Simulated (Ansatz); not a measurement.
# A low-energy model for NiO (Fm-3m): bands, U and J

How strongly is the local Coulomb interaction screened in NiO (Fm-3m)?

Calculated with Ansatz 0.2.0; non-magnetic LDA, then constrained RPA, plane waves, PAW.

## 1. The structure

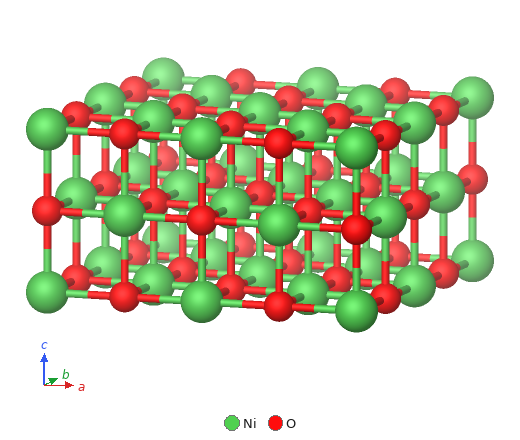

The starting structure, seen from a free direction (nickel green, oxygen red). 2×2×1 cells are drawn. This picture shows the conventional cell, with its axes. Some periodic images of atoms are drawn too.

The cell and positions come from the Crystallography Open Database and are kept as given unless a step says otherwise. The program's search for lower electronic states was switched off, so nothing shows that the state found is the lowest. The default PAW set here is soft_2. Its files were made with PBE.

## 2. LDA bands and orbital weights

This step: DFT, LDA, plane waves, PAW.

The input, input.yaml:

```yaml
crystal:
  lattice:
    - [0.0, -2.08590164, -2.08590164]
    - [2.08590164, 0.0, -2.08590164]
    - [2.08590164, -2.08590164, 0.0]
  atoms:
    - { symbol: Ni, position: [0.0, 0.0, 0.0] }
    - { symbol: O, position: [0.5, 0.5, 0.5] }
kpoints:
  mp_grid: { grid: [8, 8, 8] }
  band_path:
    path:
      - [[0.0, 0.0, 0.0], [0.5, 0.0, 0.5], [0.625, 0.25, 0.625]]
      - [[0.375, 0.375, 0.75], [0.0, 0.0, 0.0], [0.5, 0.5, 0.5], [0.5, 0.25, 0.75], [0.5, 0.0, 0.5]]
    npoints: 10
hamiltonian:
  xc: lda
scf:
  occupations: { method: gaussian, width: 0.08 }
  n_extra_bands: 19
  max_iter: 150
  lower_state_search: "off"
output:
  eigenvalues: true
  fatbands: true
  write_density: true
  write_potential: true
  elf: true
  volumetric_format: npy
```

The run is started by

```console
> ansatz run input.yaml --threads 4 --pin off --max-ram 14745MiB --backend cpu --events-out ev --progress --plain --runs-dir out
```

Numbers of over 12 decimals in the logs are rounded to 6 here.

The program printed:

```text
scf.n_extra_bands = 19 over 12 filled bands (N_el = 24.0): the run solves 31 bands
Engine: ansatz 0.2.0, aarch64-unknown-linux-gnu
Pseudopotentials: kind: paw
Pseudopotential: Ni, paw, valence charge 18, recommended cutoff 420 eV (normal), Ni.paw.azcp
Pseudopotential: O, paw, valence charge 6, recommended cutoff 420 eV (normal), O.paw.azcp
Functional definition: SPW92
  exchange = slater_x
  correlation = pw_c
Crystal: 2 atoms, lattice volume = 18.151 Å³
Basis set: ecut = 420 eV, 339 PW (Γ)
Bands: 31, of which v1, the nominal top of the filled ones, is band 12 counted from 1 (11 counted from 0)
Symmetry: 48 space group operations
Space group: Fm-3m (ITA 225), of the structure as read, at distance tolerance 2.6e-5 Å
k-points: 29 of 512
Non-local potential: Ni, projectors of the file, l = 0: 3, l = 1: 2, l = 2: 3, l = 3: 1
Non-local potential: O, projectors of the file, l = 0: 2, l = 1: 2, l = 2: 1
PAW form: soft (Blöchl's): semilocal exchange-correlation on the pseudo side does not see the compensation charge
PAW frozen core: Ni, regenerated for the run's functional, and the local potential with it (the file was generated under x = pbe(κ = 0.804, μ = 0.219515), c = pbe(β = 0.066725))
PAW frozen core: O, regenerated for the run's functional, and the local potential with it (the file was generated under x = pbe(κ = 0.804, μ = 0.219515), c = pbe(β = 0.066725))
PAW one-centre angular grid: Ni, 590 points (default); XC on 64 Gauss nodes
PAW one-centre angular grid: O, 110 points (default); XC on 64 Gauss nodes
Initial density: superposition of atomic densities (neutral atoms: chi_scale 0, normalization atom), corrected by the library's trained network
Initial wavefunctions: pseudopotential atomic-orbital guess
Functional: x = slater, c = lda
SCF iter   1: F=—  HF=-6327.040074 eV  |F-HF|=—  |Δ(HF+E_count)|=         —  Δρ=2.44e-2  dr2=6.62e-2  ethr=1.77e-3  ⟨swp⟩=5.1  Hψ=3428  notcnv=0  defer=316
preconditioner: auto → none  [metal: Δε(μ)=0.031 eV  Ē_g=33.989 eV  σ=0.080 eV  W_gap=0.22  n_scr=8 (ndim 8)  ℏωp=34.9 eV  f_vac=0.000  D(μ)=3.10/eV (n_scr^D=58)  sad-step TF]
SCF iter   2: F=—  HF=-6327.025062 eV  |F-HF|=—  |Δ(HF+E_count)|=   1.50e-2  Δρ=1.23e-2  dr2=2.41e-2  ethr=2.76e-4  ⟨swp⟩=2.0  Hψ=1264  notcnv=0  defer=372
SCF iter   3: F=—  HF=-6327.019268 eV  |F-HF|=—  |Δ(HF+E_count)|=   5.79e-3  Δρ=2.68e-3  dr2=1.48e-3  ethr=1.00e-4  ⟨swp⟩=2.1  Hψ=646  notcnv=0  defer=372
SCF iter   4: F=—  HF=-6327.018926 eV  |F-HF|=—  |Δ(HF+E_count)|=   3.42e-4  Δρ=5.57e-4  dr2=4.20e-5  ethr=6.15e-6  ⟨swp⟩=1.0  Hψ=524  notcnv=0  defer=372
SCF iter   5: F=—  HF=-6327.018925 eV  |F-HF|=—  |Δ(HF+E_count)|=   1.19e-6  Δρ=3.18e-5  dr2=7.17e-8  ethr=1.75e-7  ⟨swp⟩=1.1  Hψ=528  notcnv=0  defer=372
SCF iter   6: F=-6327.018925 eV  HF=-6327.018925 eV  |F-HF|=1.20e-9  |Δ(HF+E_count)|=   5.55e-8  Δρ=2.48e-6  dr2=4.86e-10  ethr=2.99e-10  ⟨swp⟩=6.1  Hψ=4251  notcnv=0
SCF 1 converged in 6 iterations: F = -6327.018925 eV  dr2 = 4.86e-10
  greatest PAW one-centre occupation: 1.002 electrons in one spin orbital (limit 2), on the Ni atom at site 0 (counted from 0), in its partial waves of l = 1
NSCF: frozen V_eff on 62 k-points
SCF converged after 6 iterations
Free energy (F): -6327.018925 eV
Harris-Foulkes:  -6327.018925 eV  (|F-HF|=1.20e-9)
Internal energy: -6327.008497 eV  (E = F + TS)
E sigma→0 (E₀):  -6327.013711 eV
Entropy (-TS):   -0.010428 eV (-5.214 meV/atom)
Fermi energy:    14.032669 eV
--- Per-component energies (eV) ---
  E_band       = -326.989120
  E_kinetic    = 452.580754
  E_local      = -4000.032003  (includes V_loc(G=0)·N_el)
  E_nonlocal   = 697.430684
  E_hartree    = 1646.469909
  E_xc         = -154.552425
  E_vxc        = -199.403467  (∫ρ·V_xc dr)
  E_paw        = -1714.640561  (= ΣΔE_a)
  E_vpaw       = -570.507263  (= ΣTr[D̂ρ^β])
  E_aug_tail   = 0.003016  (compensation charges beyond the density's cutoff)
  E_ewald      = -3254.798912
  E_core_change = 0.531042  (= ΣΔE_core)
  E_smearing   = -0.010428  (= −TS)
  E_closure    = -0.000000  (closes the sum)
  Σ components = -6327.018925   (vs F -6327.018925, Δ=0.00e0)
--- Band table (eV; the first three rows and the last of 29) ---
  k-point 0: bands = [... 8 lower, 12.1867, 12.1867, 12.1867, 12.3801, 12.3801, 15.6390, 31.6846, 32.9658, ... 15 higher]
  k-point 1: bands = [... 8 lower, 12.3185, 12.3185, 12.4548, 13.0962, 13.0962, 16.6041, 29.1169, 32.3159, ... 15 higher]
  k-point 2: bands = [... 8 lower, 12.6043, 12.6043, 12.7962, 14.1599, 14.1599, 18.2836, 26.2075, 30.3698, ... 15 higher]
  k-point 28: bands = [... 8 lower, 12.8869, 12.8869, 13.2064, 13.3172, 14.0122, 22.5378, 24.6370, 24.6370, ... 15 higher]
```

The job ended after 0.89 s (4 threads of Arm Neoverse V1, shared host; peak memory 0.27 GiB; 2.7 s of CPU time).

The electronic bands at the labelled points (eV, zero at the Fermi level):

```
    point  band 10  band 11  band 12  band 13  band 14
        Γ    -1.85    -1.85    -1.65    -1.65     1.61
        X    -1.25    -0.72    -0.72    -0.69     6.21
        U    -0.85    -0.67    -0.52    -0.01     7.83
jump to K    -0.85    -0.67    -0.52    -0.01     7.83
        Γ    -1.85    -1.85    -1.65    -1.65     1.61
        L    -1.00    -0.63     1.24     1.24     5.55
        W    -1.15    -0.83    -0.72    -0.02     8.51
        X    -1.25    -0.72    -0.72    -0.69     6.21
```

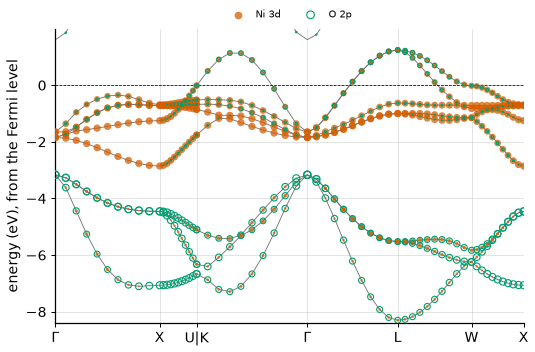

Electronic bands along the path; dots are coloured as in the legend, and their area grows with the weight.

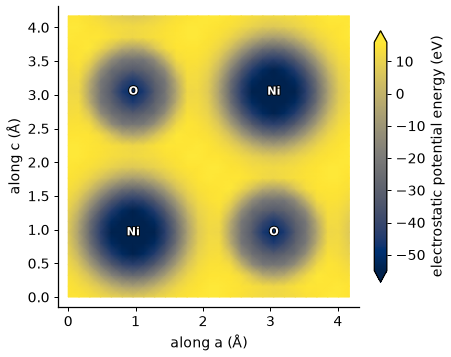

Electrostatic potential energy in the ac plane of the conventional cell at fractional y = 0.000, with atoms of Ni and O within 0.2 Å of it. With pseudopotentials it is smooth inside the atoms' cores, unlike the true potential. The map starts off the cell's origin, so that atoms lie inside it.

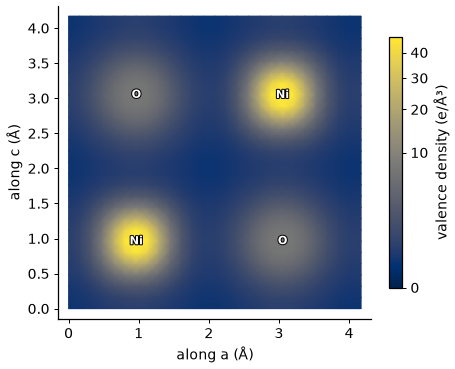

Valence density in the ac plane of the conventional cell at fractional y = 0.000, with atoms of Ni and O within 0.2 Å of it. It is the smooth field of the valence electrons, not physical close to the nuclei. The map starts off the cell's origin, so that atoms lie inside it. The colour scale is stretched toward low values.

## 3. Constrained RPA: Ni d, bands v4 to c1, 8×8×8 mesh, medium accuracy

Constrained RPA screens the interaction with every transition except those inside the target bands, which a later many-body model would treat itself.

This step: constrained RPA on LDA, plane waves, PAW.

input.yaml, the sections that differ from step 2:

```yaml
kpoints:
  mp_grid: { grid: [8, 8, 8] }
output:
  crpa:
    kmesh: [8, 8, 8]
    target_bands: [v4, c1]
    projections: [{ species: Ni, l: d, shell: 3 }]
  local_orbitals:
    kmesh: [8, 8, 8]
    orbitals: [{ species: Ni, l: d, shell: 3 }]
    window: { bands: [v4, c1] }
    seedname: lo
# crystal, hamiltonian, scf: as in step 2
```

The program printed:

```text
[...]
Crystal: 2 atoms, lattice volume = 18.151 Å³
Basis set: ecut = 420 eV, 339 PW (Γ)
Bands: 31, of which v1, the nominal top of the filled ones, is band 12 counted from 1 (11 counted from 0)
Symmetry: 48 space group operations
[...]
k-points: 29 of 512
[...]
SCF iter   1: F=—  HF=-6327.040068 eV  |F-HF|=—  |Δ(HF+E_count)|=         —  Δρ=2.44e-2  dr2=6.62e-2  ethr=1.77e-3  ⟨swp⟩=5.1  Hψ=3428  notcnv=0  defer=316
[...]
SCF iter   6: F=-6327.018925 eV  HF=-6327.018925 eV  |F-HF|=1.19e-9  |Δ(HF+E_count)|=   5.55e-8  Δρ=2.48e-6  dr2=4.83e-10  ethr=2.99e-10  ⟨swp⟩=6.1  Hψ=4239  notcnv=0
SCF 1 converged in 6 iterations: F = -6327.018925 eV  dr2 = 4.83e-10
[...]
NSCF: frozen V_eff on 32 k-points
[...]
cRPA screening: q 1/512
cRPA screening: q 2/512
cRPA screening: q 10/512 (q-point 3)
cRPA screening: q 18/512 (q-point 4)
cRPA screening: q 26/512 (q-point 5)
cRPA screening: q 30/512 (q-point 10)
cRPA screening: q 36/512 (q-point 11)
cRPA screening: q 60/512 (q-point 12)
cRPA screening: q 84/512 (q-point 13)
cRPA screening: q 108/512 (q-point 14)
cRPA screening: q 132/512 (q-point 15)
cRPA screening: q 156/512 (q-point 16)
cRPA screening: q 168/512 (q-point 19)
cRPA screening: q 174/512 (q-point 20)
cRPA screening: q 198/512 (q-point 21)
cRPA screening: q 222/512 (q-point 22)
cRPA screening: q 246/512 (q-point 23)
cRPA screening: q 258/512 (q-point 28)
cRPA screening: q 264/512 (q-point 29)
cRPA screening: q 288/512 (q-point 30)
cRPA screening: q 300/512 (q-point 37)
cRPA screening: q 303/512 (q-point 84)
cRPA screening: q 327/512 (q-point 85)
cRPA screening: q 375/512 (q-point 86)
cRPA screening: q 399/512 (q-point 93)
cRPA screening: q 423/512 (q-point 94)
cRPA screening: q 471/512 (q-point 95)
cRPA screening: q 495/512 (q-point 102)
cRPA screening: q 507/512 (q-point 167)
SCF converged after 6 iterations
Free energy (F): -6327.018925 eV
[...]
Internal energy: -6327.008497 eV  (E = F + TS)
E sigma→0 (E₀):  -6327.013711 eV
Entropy (-TS):   -0.010428 eV (-5.214 meV/atom)
Fermi energy:    14.032669 eV
[...]
--- Band table (eV; the first three rows and the last of 29) ---
  k-point 0: bands = [... 8 lower, 12.1867, 12.1867, 12.1867, 12.3801, 12.3801, 15.6390, 31.6846, 32.9658, ... 15 higher]
  k-point 1: bands = [... 8 lower, 12.3185, 12.3185, 12.4548, 13.0962, 13.0962, 16.6041, 29.1169, 32.3159, ... 15 higher]
  k-point 2: bands = [... 8 lower, 12.6043, 12.6043, 12.7962, 14.1599, 14.1599, 18.2836, 26.2075, 30.3698, ... 15 higher]
  k-point 28: bands = [... 8 lower, 12.8869, 12.8869, 13.2064, 13.3172, 14.0122, 22.5378, 24.6370, 24.6370, ... 15 higher]
--- cRPA (band scheme, projected local orbitals): target bands 9..13 (1-based), 5 Wannier function(s), 8×8×8 mesh, 26 bands' worth read of 31 solved, ecut_chi 136.0 eV, v(q+G=0) probe_charge, pair densities all_electron ---
  χ-basis size per q: N_G = 59..70
  window electrons = 8.0000, filled by tetrahedron_uncorrected; constrained ε̄⁻¹(q = 0, 0) head = 0.245669; min gauge Gram eig = 0.5886
  Kanamori averages over each shell's own Wannier functions (sites counted from 0, functions from 1):
    Site 0, 3D, 5 of 5 d orbitals (Wannier functions 1, 2, 3, 4, 5; wannier90's mr 1, 2, 3, 4, 5):
      screened: U = 6.0885 eV, U' = 4.8415 eV, J = 0.6219 eV
      screened d-shell averages: U_bar = F0 = 5.0909 eV, J_bar = 0.8713 eV
      screened, to within: U = 1.7e-2 eV, U' = 1.7e-2 eV, J = 1.3e-3 eV
      screened d-shell averages, to within: U_bar = 1.5e-2 eV, J_bar = 1.8e-3 eV
      bare: V = 22.6097 eV, V' = 21.0238 eV, J = 0.7554 eV
      bare d-shell averages: V_bar = F0 = 21.3410 eV, J_bar = 1.0726 eV
  Hermiticity witness max|P − P†| over intra, direct and exchange elements: 1.24e-14 eV (screened), 1.91e-23 eV (bare)
  Reality witness max|Im| over intra, direct and exchange elements: 1.89e-19 eV (screened), 8.25e-19 eV (bare)
```

It took 3.6 min on 4 threads; peak memory 0.52 GiB; 14 min of CPU time.

Numbers from this step:

| Quantity | Value |
| --- | --- |
| U | 6.088 eV |
| U prime (inter-orbital) | 4.842 eV |
| J | 0.6219 eV |
| bare V | 22.61 eV |
| bare J | 0.7554 eV |
| stated bound on U | 0.01654 eV |
| U over bare V | 0.2693 |
| electrons in the window | 8.000 |
| head of the constrained inverse dielectric matrix | 0.2457 |
| least eigenvalue of the projection's overlap | 0.5886 |
| target functions | 5 |
| bands in the sums | 26 |
| r.m.s. miss of the model bands | 0.008727 eV |
| width of the target bands | 4.098 eV |
| weight of the projected orbitals in the window | 0.8931 |

On the Ni d shell, screening brings the on-site interaction from 22.6 eV down to U = 6.09 eV.

Kanamori averages over each shell's functions. Crpa shells, by row:

```
site  element  shell  orbitals  U (eV)  U' (eV)  J (eV)  bare V (eV)  bare V' (eV)  bare J (eV)  bound on U (eV)
   1       Ni     3D         5   6.088    4.842  0.6219        22.61         21.02       0.7554          0.01654
```

Density-density elements U_iijj, eV. U matrix, by row:

```
   orbital  Ni1 dz2  Ni1 dxz  Ni1 dyz  Ni1 dx2-y2  Ni1 dxy
   Ni1 dz2    5.541        5        5       4.206    4.519
   Ni1 dxz        5    6.454    5.058       4.679    5.058
   Ni1 dyz        5    5.058    6.454       4.679    5.058
Ni1 dx2-y2    4.206    4.679    4.679       5.541     5.16
   Ni1 dxy    4.519    5.058    5.058        5.16    6.454
```

Exchange elements U_ijji, eV. J matrix, by row:

```
   orbital  Ni1 dz2  Ni1 dxz  Ni1 dyz  Ni1 dx2-y2  Ni1 dxy
   Ni1 dz2        -    0.486    0.486       0.667    0.738
   Ni1 dxz    0.486        -     0.71       0.654     0.71
   Ni1 dyz    0.486     0.71        -       0.654     0.71
Ni1 dx2-y2    0.667    0.654    0.654           -    0.402
   Ni1 dxy    0.738     0.71     0.71       0.402        -
```

Projected local orbitals of the target window. The electronic bands at the labelled points (eV, zero at the Fermi level; # counts the bands kept):

```
    point     #2     #3     #4     #5
        Γ  -1.85  -1.85  -1.65  -1.65
        X  -1.25  -0.72  -0.72  -0.69
        U  -0.85  -0.67  -0.52  -0.01
jump to K  -0.85  -0.67  -0.52  -0.01
        Γ  -1.85  -1.85  -1.65  -1.65
        L  -1.00  -0.63   1.24   1.24
        W  -1.15  -0.83  -0.72  -0.02
        X  -1.25  -0.72  -0.72  -0.69
```

The same for Kohn-Sham, solved directly:

```
point     #2     #3     #4     #5
    Γ  -1.85  -1.85  -1.65  -1.65
    X  -1.25  -0.72  -0.72  -0.69
    U  -0.85  -0.67  -0.52  -0.01
    K  -0.85  -0.67  -0.52  -0.01
    Γ  -1.85  -1.85  -1.65  -1.65
    L  -1.00  -0.63   1.24   1.24
    W  -1.15  -0.83  -0.72  -0.02
    X  -1.25  -0.72  -0.72  -0.69
```

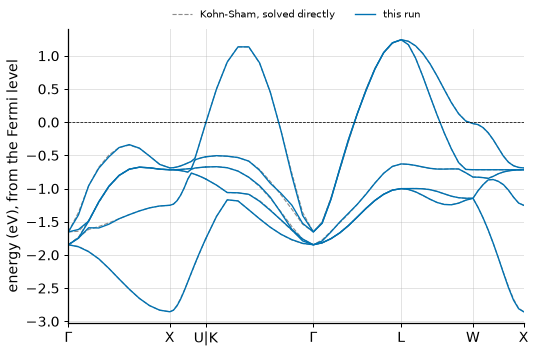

Electronic bands along the path; dashed: Kohn-Sham, solved directly.

Onsite levels, by row:

```
   orbital  level less Fermi level (eV)
   Ni1 dz2                      -0.1101
   Ni1 dxz                       -1.077
   Ni1 dyz                       -1.077
Ni1 dx2-y2                      -0.1101
   Ni1 dxy                       -1.077
```

Largest distinct elements between sites. Hoppings, by row:

```
      from          to     cell  distance (Å)   t (eV)
   Ni1 dz2     Ni1 dz2   1 1 -1         4.172  -0.3722
Ni1 dx2-y2  Ni1 dx2-y2  1 -1 -1         4.172  -0.2778
   Ni1 dyz     Ni1 dyz   0 1 -1          2.95  -0.1823
Ni1 dx2-y2     Ni1 dz2  -1 1 -1         4.172  -0.1634
   Ni1 dz2     Ni1 dxy    0 0 1          2.95   0.1109
   Ni1 dxz  Ni1 dx2-y2   -1 0 1          2.95    0.096
   Ni1 dz2     Ni1 dz2  -1 1 -1         4.172  -0.0892
   Ni1 dxz     Ni1 dxz  1 -1 -1         4.172  -0.0846
   Ni1 dz2     Ni1 dyz   0 -1 1          2.95  -0.0554
Ni1 dx2-y2  Ni1 dx2-y2   0 0 -2           5.9    0.048
   Ni1 dxz     Ni1 dxz   0 1 -1          2.95   0.0464
Ni1 dx2-y2  Ni1 dx2-y2   -1 1 0          2.95  -0.0406
```

(Part 1 of 2 ends here.)

[Paths, hosts, dates, memory and timing lines, banners, echoed tables and standing remarks are left out of the program output.]

[Logs are printed without paths, hosts, clocks, repeated set-up lines and the standing remarks that a program may print on its own settings, such as how far it seeks lower states.]

[Runs of the session that timed out or met a known fault of the program may be left out.]

[Hosts, paths, dates, database ids (printed as entryN), source tags and the programs' standing remarks are cut or masked in the printed files.]
